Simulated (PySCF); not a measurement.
Input file:

```
{"job": {"kind": "nmr", "xc": "PBE0", "basis": "pcSseg-1"}, "charge": 0, "multiplicity": 1}
C     -3.111701    -0.449405    -0.330665
C     -1.877770     0.425808    -0.193963
O     -0.759767    -0.418068     0.002958
C      0.464241     0.265492     0.163578
C      0.851941     0.961736    -1.056637
N      1.141021     1.495862    -2.025094
C      1.541393    -0.762141     0.540970
C      2.871481    -0.098855     0.871746
H     -3.245135    -1.045124     0.568057
H     -3.990299     0.170429    -0.484421
H     -2.993258    -1.120504    -1.176512
H     -1.981562     1.108574     0.665428
H     -1.738358     1.036639    -1.098381
H      0.374115     1.027372     0.963011
H      1.657778    -1.457075    -0.292353
H      1.169804    -1.325740     1.398145
H      2.767094     0.573585     1.721312
H      3.236753     0.474691     0.022142
H      3.612425    -0.854025     1.121487
```

Launched as:

```sh
OMP_NUM_THREADS=1 python probes_run.py task.json out
```

Geometry: GFN2-xTB.

Theory: PBE0/pcSseg-1, SCF density, gas phase, non-relativistic in PySCF.

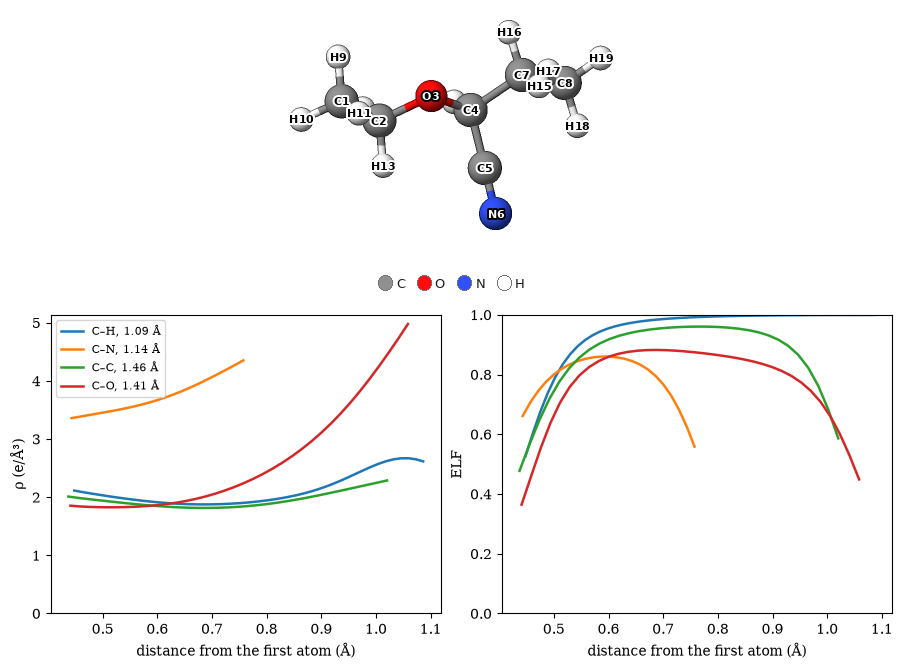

C₆H₁₁NO (SMILES CCO[C@H](C#N)CC). Electron density and ELF along straight lines between neighbouring atoms. The curves leave out the atomic cores. The structure is drawn too.

Question: Compare the contacts.

Answer: C–H (1.09 Å): the density is about 2 e/Å³ at the midpoint; the ELF climbs to about 1 towards the hydrogen, as it does in any bond to H; an ordinary covalent bond to hydrogen.
C–N (1.14 Å): ρ is about 3.6 e/Å³ halfway; the ELF peaks at about 0.85 between the atoms; a multiple bond.
C–C (1.46 Å): ρ is about 1.8 e/Å³ halfway; the ELF peaks at about 0.95 between the atoms; localised, covalent bonding.
C–O (1.41 Å): ρ at the midpoint is about 2.1 e/Å³, with its minimum of 1.8 e/Å³ about 0.5 Å from C; the ELF peaks at about 0.90 between the atoms, as expected for a polar covalent bond.
